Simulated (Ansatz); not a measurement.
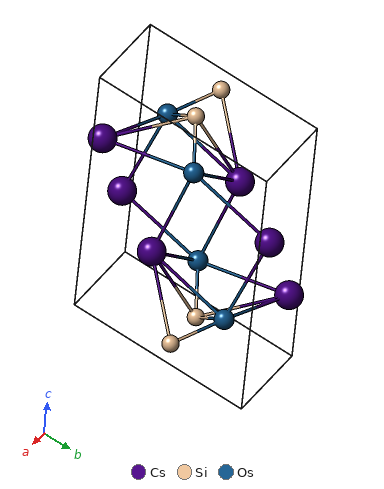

Figure: ball-and-stick view slightly off an axis. The lines enclose the cell (the run's own, in a reduced setting); boundary atoms appear with their images.

```yaml
crystal:
  lattice:
    - [0.00000, 0.00000, -6.18702]
    - [0.00000, 7.29625, 0.00000]
    - [6.95076, -3.64812, 3.09351]
  atoms:
    - { symbol: Cs, position: [0.35290, 0.68850, 0.70580] }
    - { symbol: Cs, position: [0.64710, 0.31150, 0.29420] }
    - { symbol: Cs, position: [0.85290, 0.01730, 0.70580] }
    - { symbol: Cs, position: [0.14710, 0.98270, 0.29420] }
    - { symbol: Si, position: [0.25000, 0.50000, 0.00000] }
    - { symbol: Si, position: [0.75000, 0.50000, 0.00000] }
    - { symbol: Os, position: [0.09100, 0.43680, 0.18200] }
    - { symbol: Os, position: [0.90900, 0.56320, 0.81800] }
    - { symbol: Os, position: [0.59100, 0.74520, 0.18200] }
    - { symbol: Os, position: [0.40900, 0.25480, 0.81800] }
```

Level of theory and settings: Ansatz, DFT, PAW plane waves, PBE, a basis cut at 420 eV, k-points about 0.22 Å⁻¹ apart, Fermi-Dirac smearing of 0.1 eV, no spin polarisation.

Predict the Bader charges.

Cs +0.60 e; Si +1.72 e; Os -1.46 e.

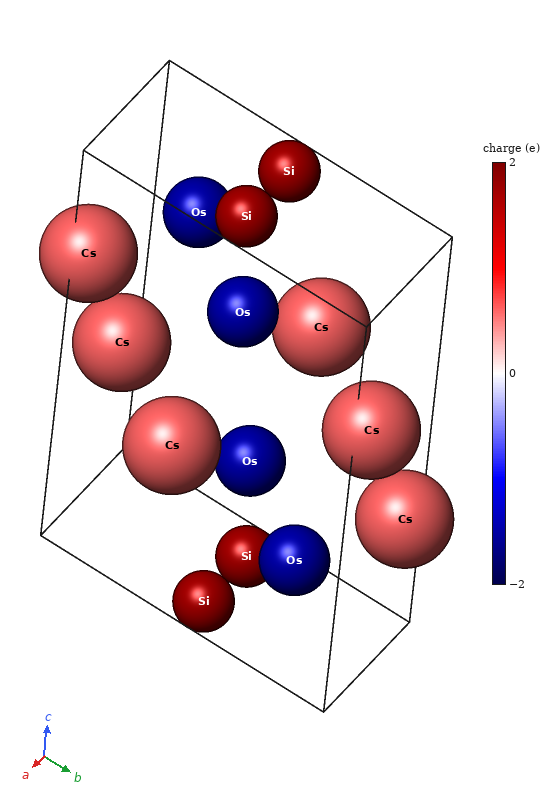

The atoms coloured by those charges.

Note that this is a generated cell, made by putting these elements into a known structure type (the compound may or may not exist in this form), and that it hasn't been relaxed. An electronic-structure calculation with Ansatz was run on it.
